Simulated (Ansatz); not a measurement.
# SnNH3S2 (SMILES [NH2][SnH]1[S][S]1): CAM-B3LYP/def2-SVP (core potential)

What is the vertical ionisation energy of SnNH3S2 at CAM-B3LYP/def2-SVP (core potential)? 

Program for the calculation: Ansatz 0.2.0.

38 further runs of the same task are left out: 38 set aside as unsound or not needed.

### 1 The molecule

SnNH3S2: 7 atoms, total charge 0, spin state singlet. As SMILES, `[NH2][SnH]1[S][S]1`. The shape is that of a PBE0-D4/def2-TZVP optimisation. This is one conformer, not always the lowest.

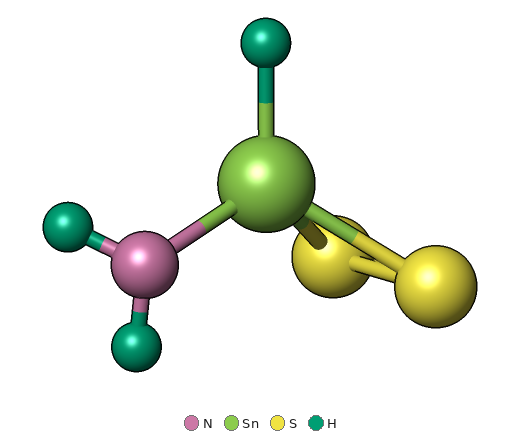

The structure, seen from a chosen angle (nitrogen pink, tin green, sulfur yellow, hydrogen teal).

### 2 The energy at CAM-B3LYP/def2-SVP (core potential)

File run.yaml:

```yaml
basis:
  gaussian: {orbitals: def2-SVP}
crystal:
  periodic: [false, false, false]
  atoms:
    - {symbol: N, position_ang: [-0.858900, 1.180400, 0.033200]}
    - {symbol: Sn, position_ang: [0.658800, -0.125900, 0.009600]}
    - {symbol: S, position_ang: [0.436900, -1.947300, 1.490200]}
    - {symbol: S, position_ang: [0.292300, -2.381600, -0.639300]}
    - {symbol: H, position_ang: [-0.847300, 1.845800, -0.729000]}
    - {symbol: H, position_ang: [-1.763700, 0.727200, 0.057900]}
    - {symbol: H, position_ang: [2.143100, 0.633400, -0.268300]}
hamiltonian: {xc: {name: CAM-B3LYP}}
output: {orbitals: {seedname: orbitals}}
accuracy: high
```

Command:

```sh
ansatz run run.yaml --threads 1 --pin off --max-ram 2610MiB --events-out events.jsonl --progress --plain --runs-dir runs
```

Log:

```text
Warning: RAYON_NUM_THREADS=1 ignored (pool sized by the plan → 1); use --threads N
Functional definition: CAM-B3LYP
  name "CAM-B3LYP"
  parameter alpha = 0.19
  parameter beta = 0.46
  parameter omega = 0.33/bohr
  parameter ac = 0.81
  exchange = (1 - alpha - beta)*b88_x + beta*b88_x_sr(omega) + alpha*exact_x + beta*exact_x_lr(omega)
  correlation = (1 - ac)*vwn5_c + ac*lyp_c
2063 factors; integrals over basis functions are off by at most 3.8e-9 eV
436 factors; integrals over basis functions are off by at most 1.7e-9 eV
mean field evaluation 1: about -29026.8082 eV, gradient 5.0e1 eV
mean field evaluation 2: about -29021.2865 eV, gradient 6.8e1 eV
mean field evaluation 4: about -29032.0563 eV, gradient 2.9e0 eV
mean field evaluation 8: about -29032.2154 eV, gradient 2.4e-1 eV
mean field evaluation 16: about -29032.2157 eV, gradient 1.8e-4 eV
mean field -29032.21566157 eV, -1066.9142468200 hartree, gradient 6.3e-8 eV, S^2 0.000000; 0 other end points of the search recorded, 0 dependent functions left out
reference -29032.21568084 eV, -1066.9142475282 hartree; 32, 32 occupied and 59, 59 virtual orbitals, 2063 factors
Total energy: -29032.21568084 eV, -1066.9142475282 hartree
```

Wall time 12 s (1 thread of Arm Neoverse V1, shared host); peak memory 0.4 GiB.

### 3 The doublet cation at the same level

File molecule.yaml:

```yaml
basis:
  gaussian:
    orbitals: def2-SVP
crystal:
  periodic: [false, false, false]
  atoms:
    - {symbol: N, position_ang: [-0.858900, 1.180400, 0.033200]}
    - {symbol: Sn, position_ang: [0.658800, -0.125900, 0.009600]}
    - {symbol: S, position_ang: [0.436900, -1.947300, 1.490200]}
    - {symbol: S, position_ang: [0.292300, -2.381600, -0.639300]}
    - {symbol: H, position_ang: [-0.847300, 1.845800, -0.729000]}
    - {symbol: H, position_ang: [-1.763700, 0.727200, 0.057900]}
    - {symbol: H, position_ang: [2.143100, 0.633400, -0.268300]}
total_charge: 1
magnetization:
  spin_polarized: true
  initial_magnetization: 1
hamiltonian:
  xc: {name: CAM-B3LYP}
accuracy: high
output: {orbitals: {seedname: orbitals}}
```

Command:

```sh
ansatz run molecule.yaml --threads 1 --pin off --max-ram 2610MiB --events-out events.jsonl --progress --plain --runs-dir runs
```

Log:

```text
Warning: RAYON_NUM_THREADS=1 ignored (pool sized by the plan → 1); use --threads N
[... 8 set-up lines as earlier in the session ...]
2062 factors; integrals over basis functions are off by at most 3.8e-9 eV
436 factors; integrals over basis functions are off by at most 1.7e-9 eV
mean field evaluation 1: about -29014.6482 eV, gradient 4.7e1 eV
mean field evaluation 2: about -28980.1003 eV, gradient 8.1e1 eV
mean field evaluation 4: about -29023.8248 eV, gradient 6.0e0 eV
mean field evaluation 8: about -29024.1645 eV, gradient 4.8e-1 eV
mean field evaluation 16: about -29024.1665 eV, gradient 3.7e-3 eV
mean field evaluation 32: about -29024.1665 eV, gradient 1.9e-6 eV
mean field -29024.16651320 eV, -1066.6184460734 hartree, gradient 7.5e-8 eV, S^2 0.755796; 2 other end points of the search recorded, 0 dependent functions left out
reference -29024.16653248 eV, -1066.6184467819 hartree; 32, 31 occupied and 59, 60 virtual orbitals, 2062 factors
Total energy: -29024.16653248 eV, -1066.6184467819 hartree
```

It took 28 s on 1 thread of Arm Neoverse V1, shared host; peak memory 0.6 GiB.

### 4 What came out

Level: CAM-B3LYP/def2-SVP (core potential).

| quantity | value |
| --- | --- |
| singlet SnNH3S2: total energy | -1066.91425 Eh |
| singlet SnNH3S2: HOMO energy | -7.10 eV |
| singlet SnNH3S2: LUMO energy | -0.13 eV |
| singlet SnNH3S2: HOMO–LUMO gap | 6.97 eV |
| doublet cation: total energy | -1066.61845 Eh |
| doublet cation: HOMO energy (highest over α and β) | -13.86 eV |
| doublet cation: LUMO energy (lowest over α and β) | -9.00 eV |
| doublet cation: ⟨S²⟩ | 0.756 |
| vertical ionisation energy (to the doublet cation) | 8.049 eV |

What this shows: Removing an electron at fixed nuclei costs 8.05 eV (777 kJ/mol). The negative HOMO energy of the first species, 7.10 eV, lies 0.95 eV below that difference.
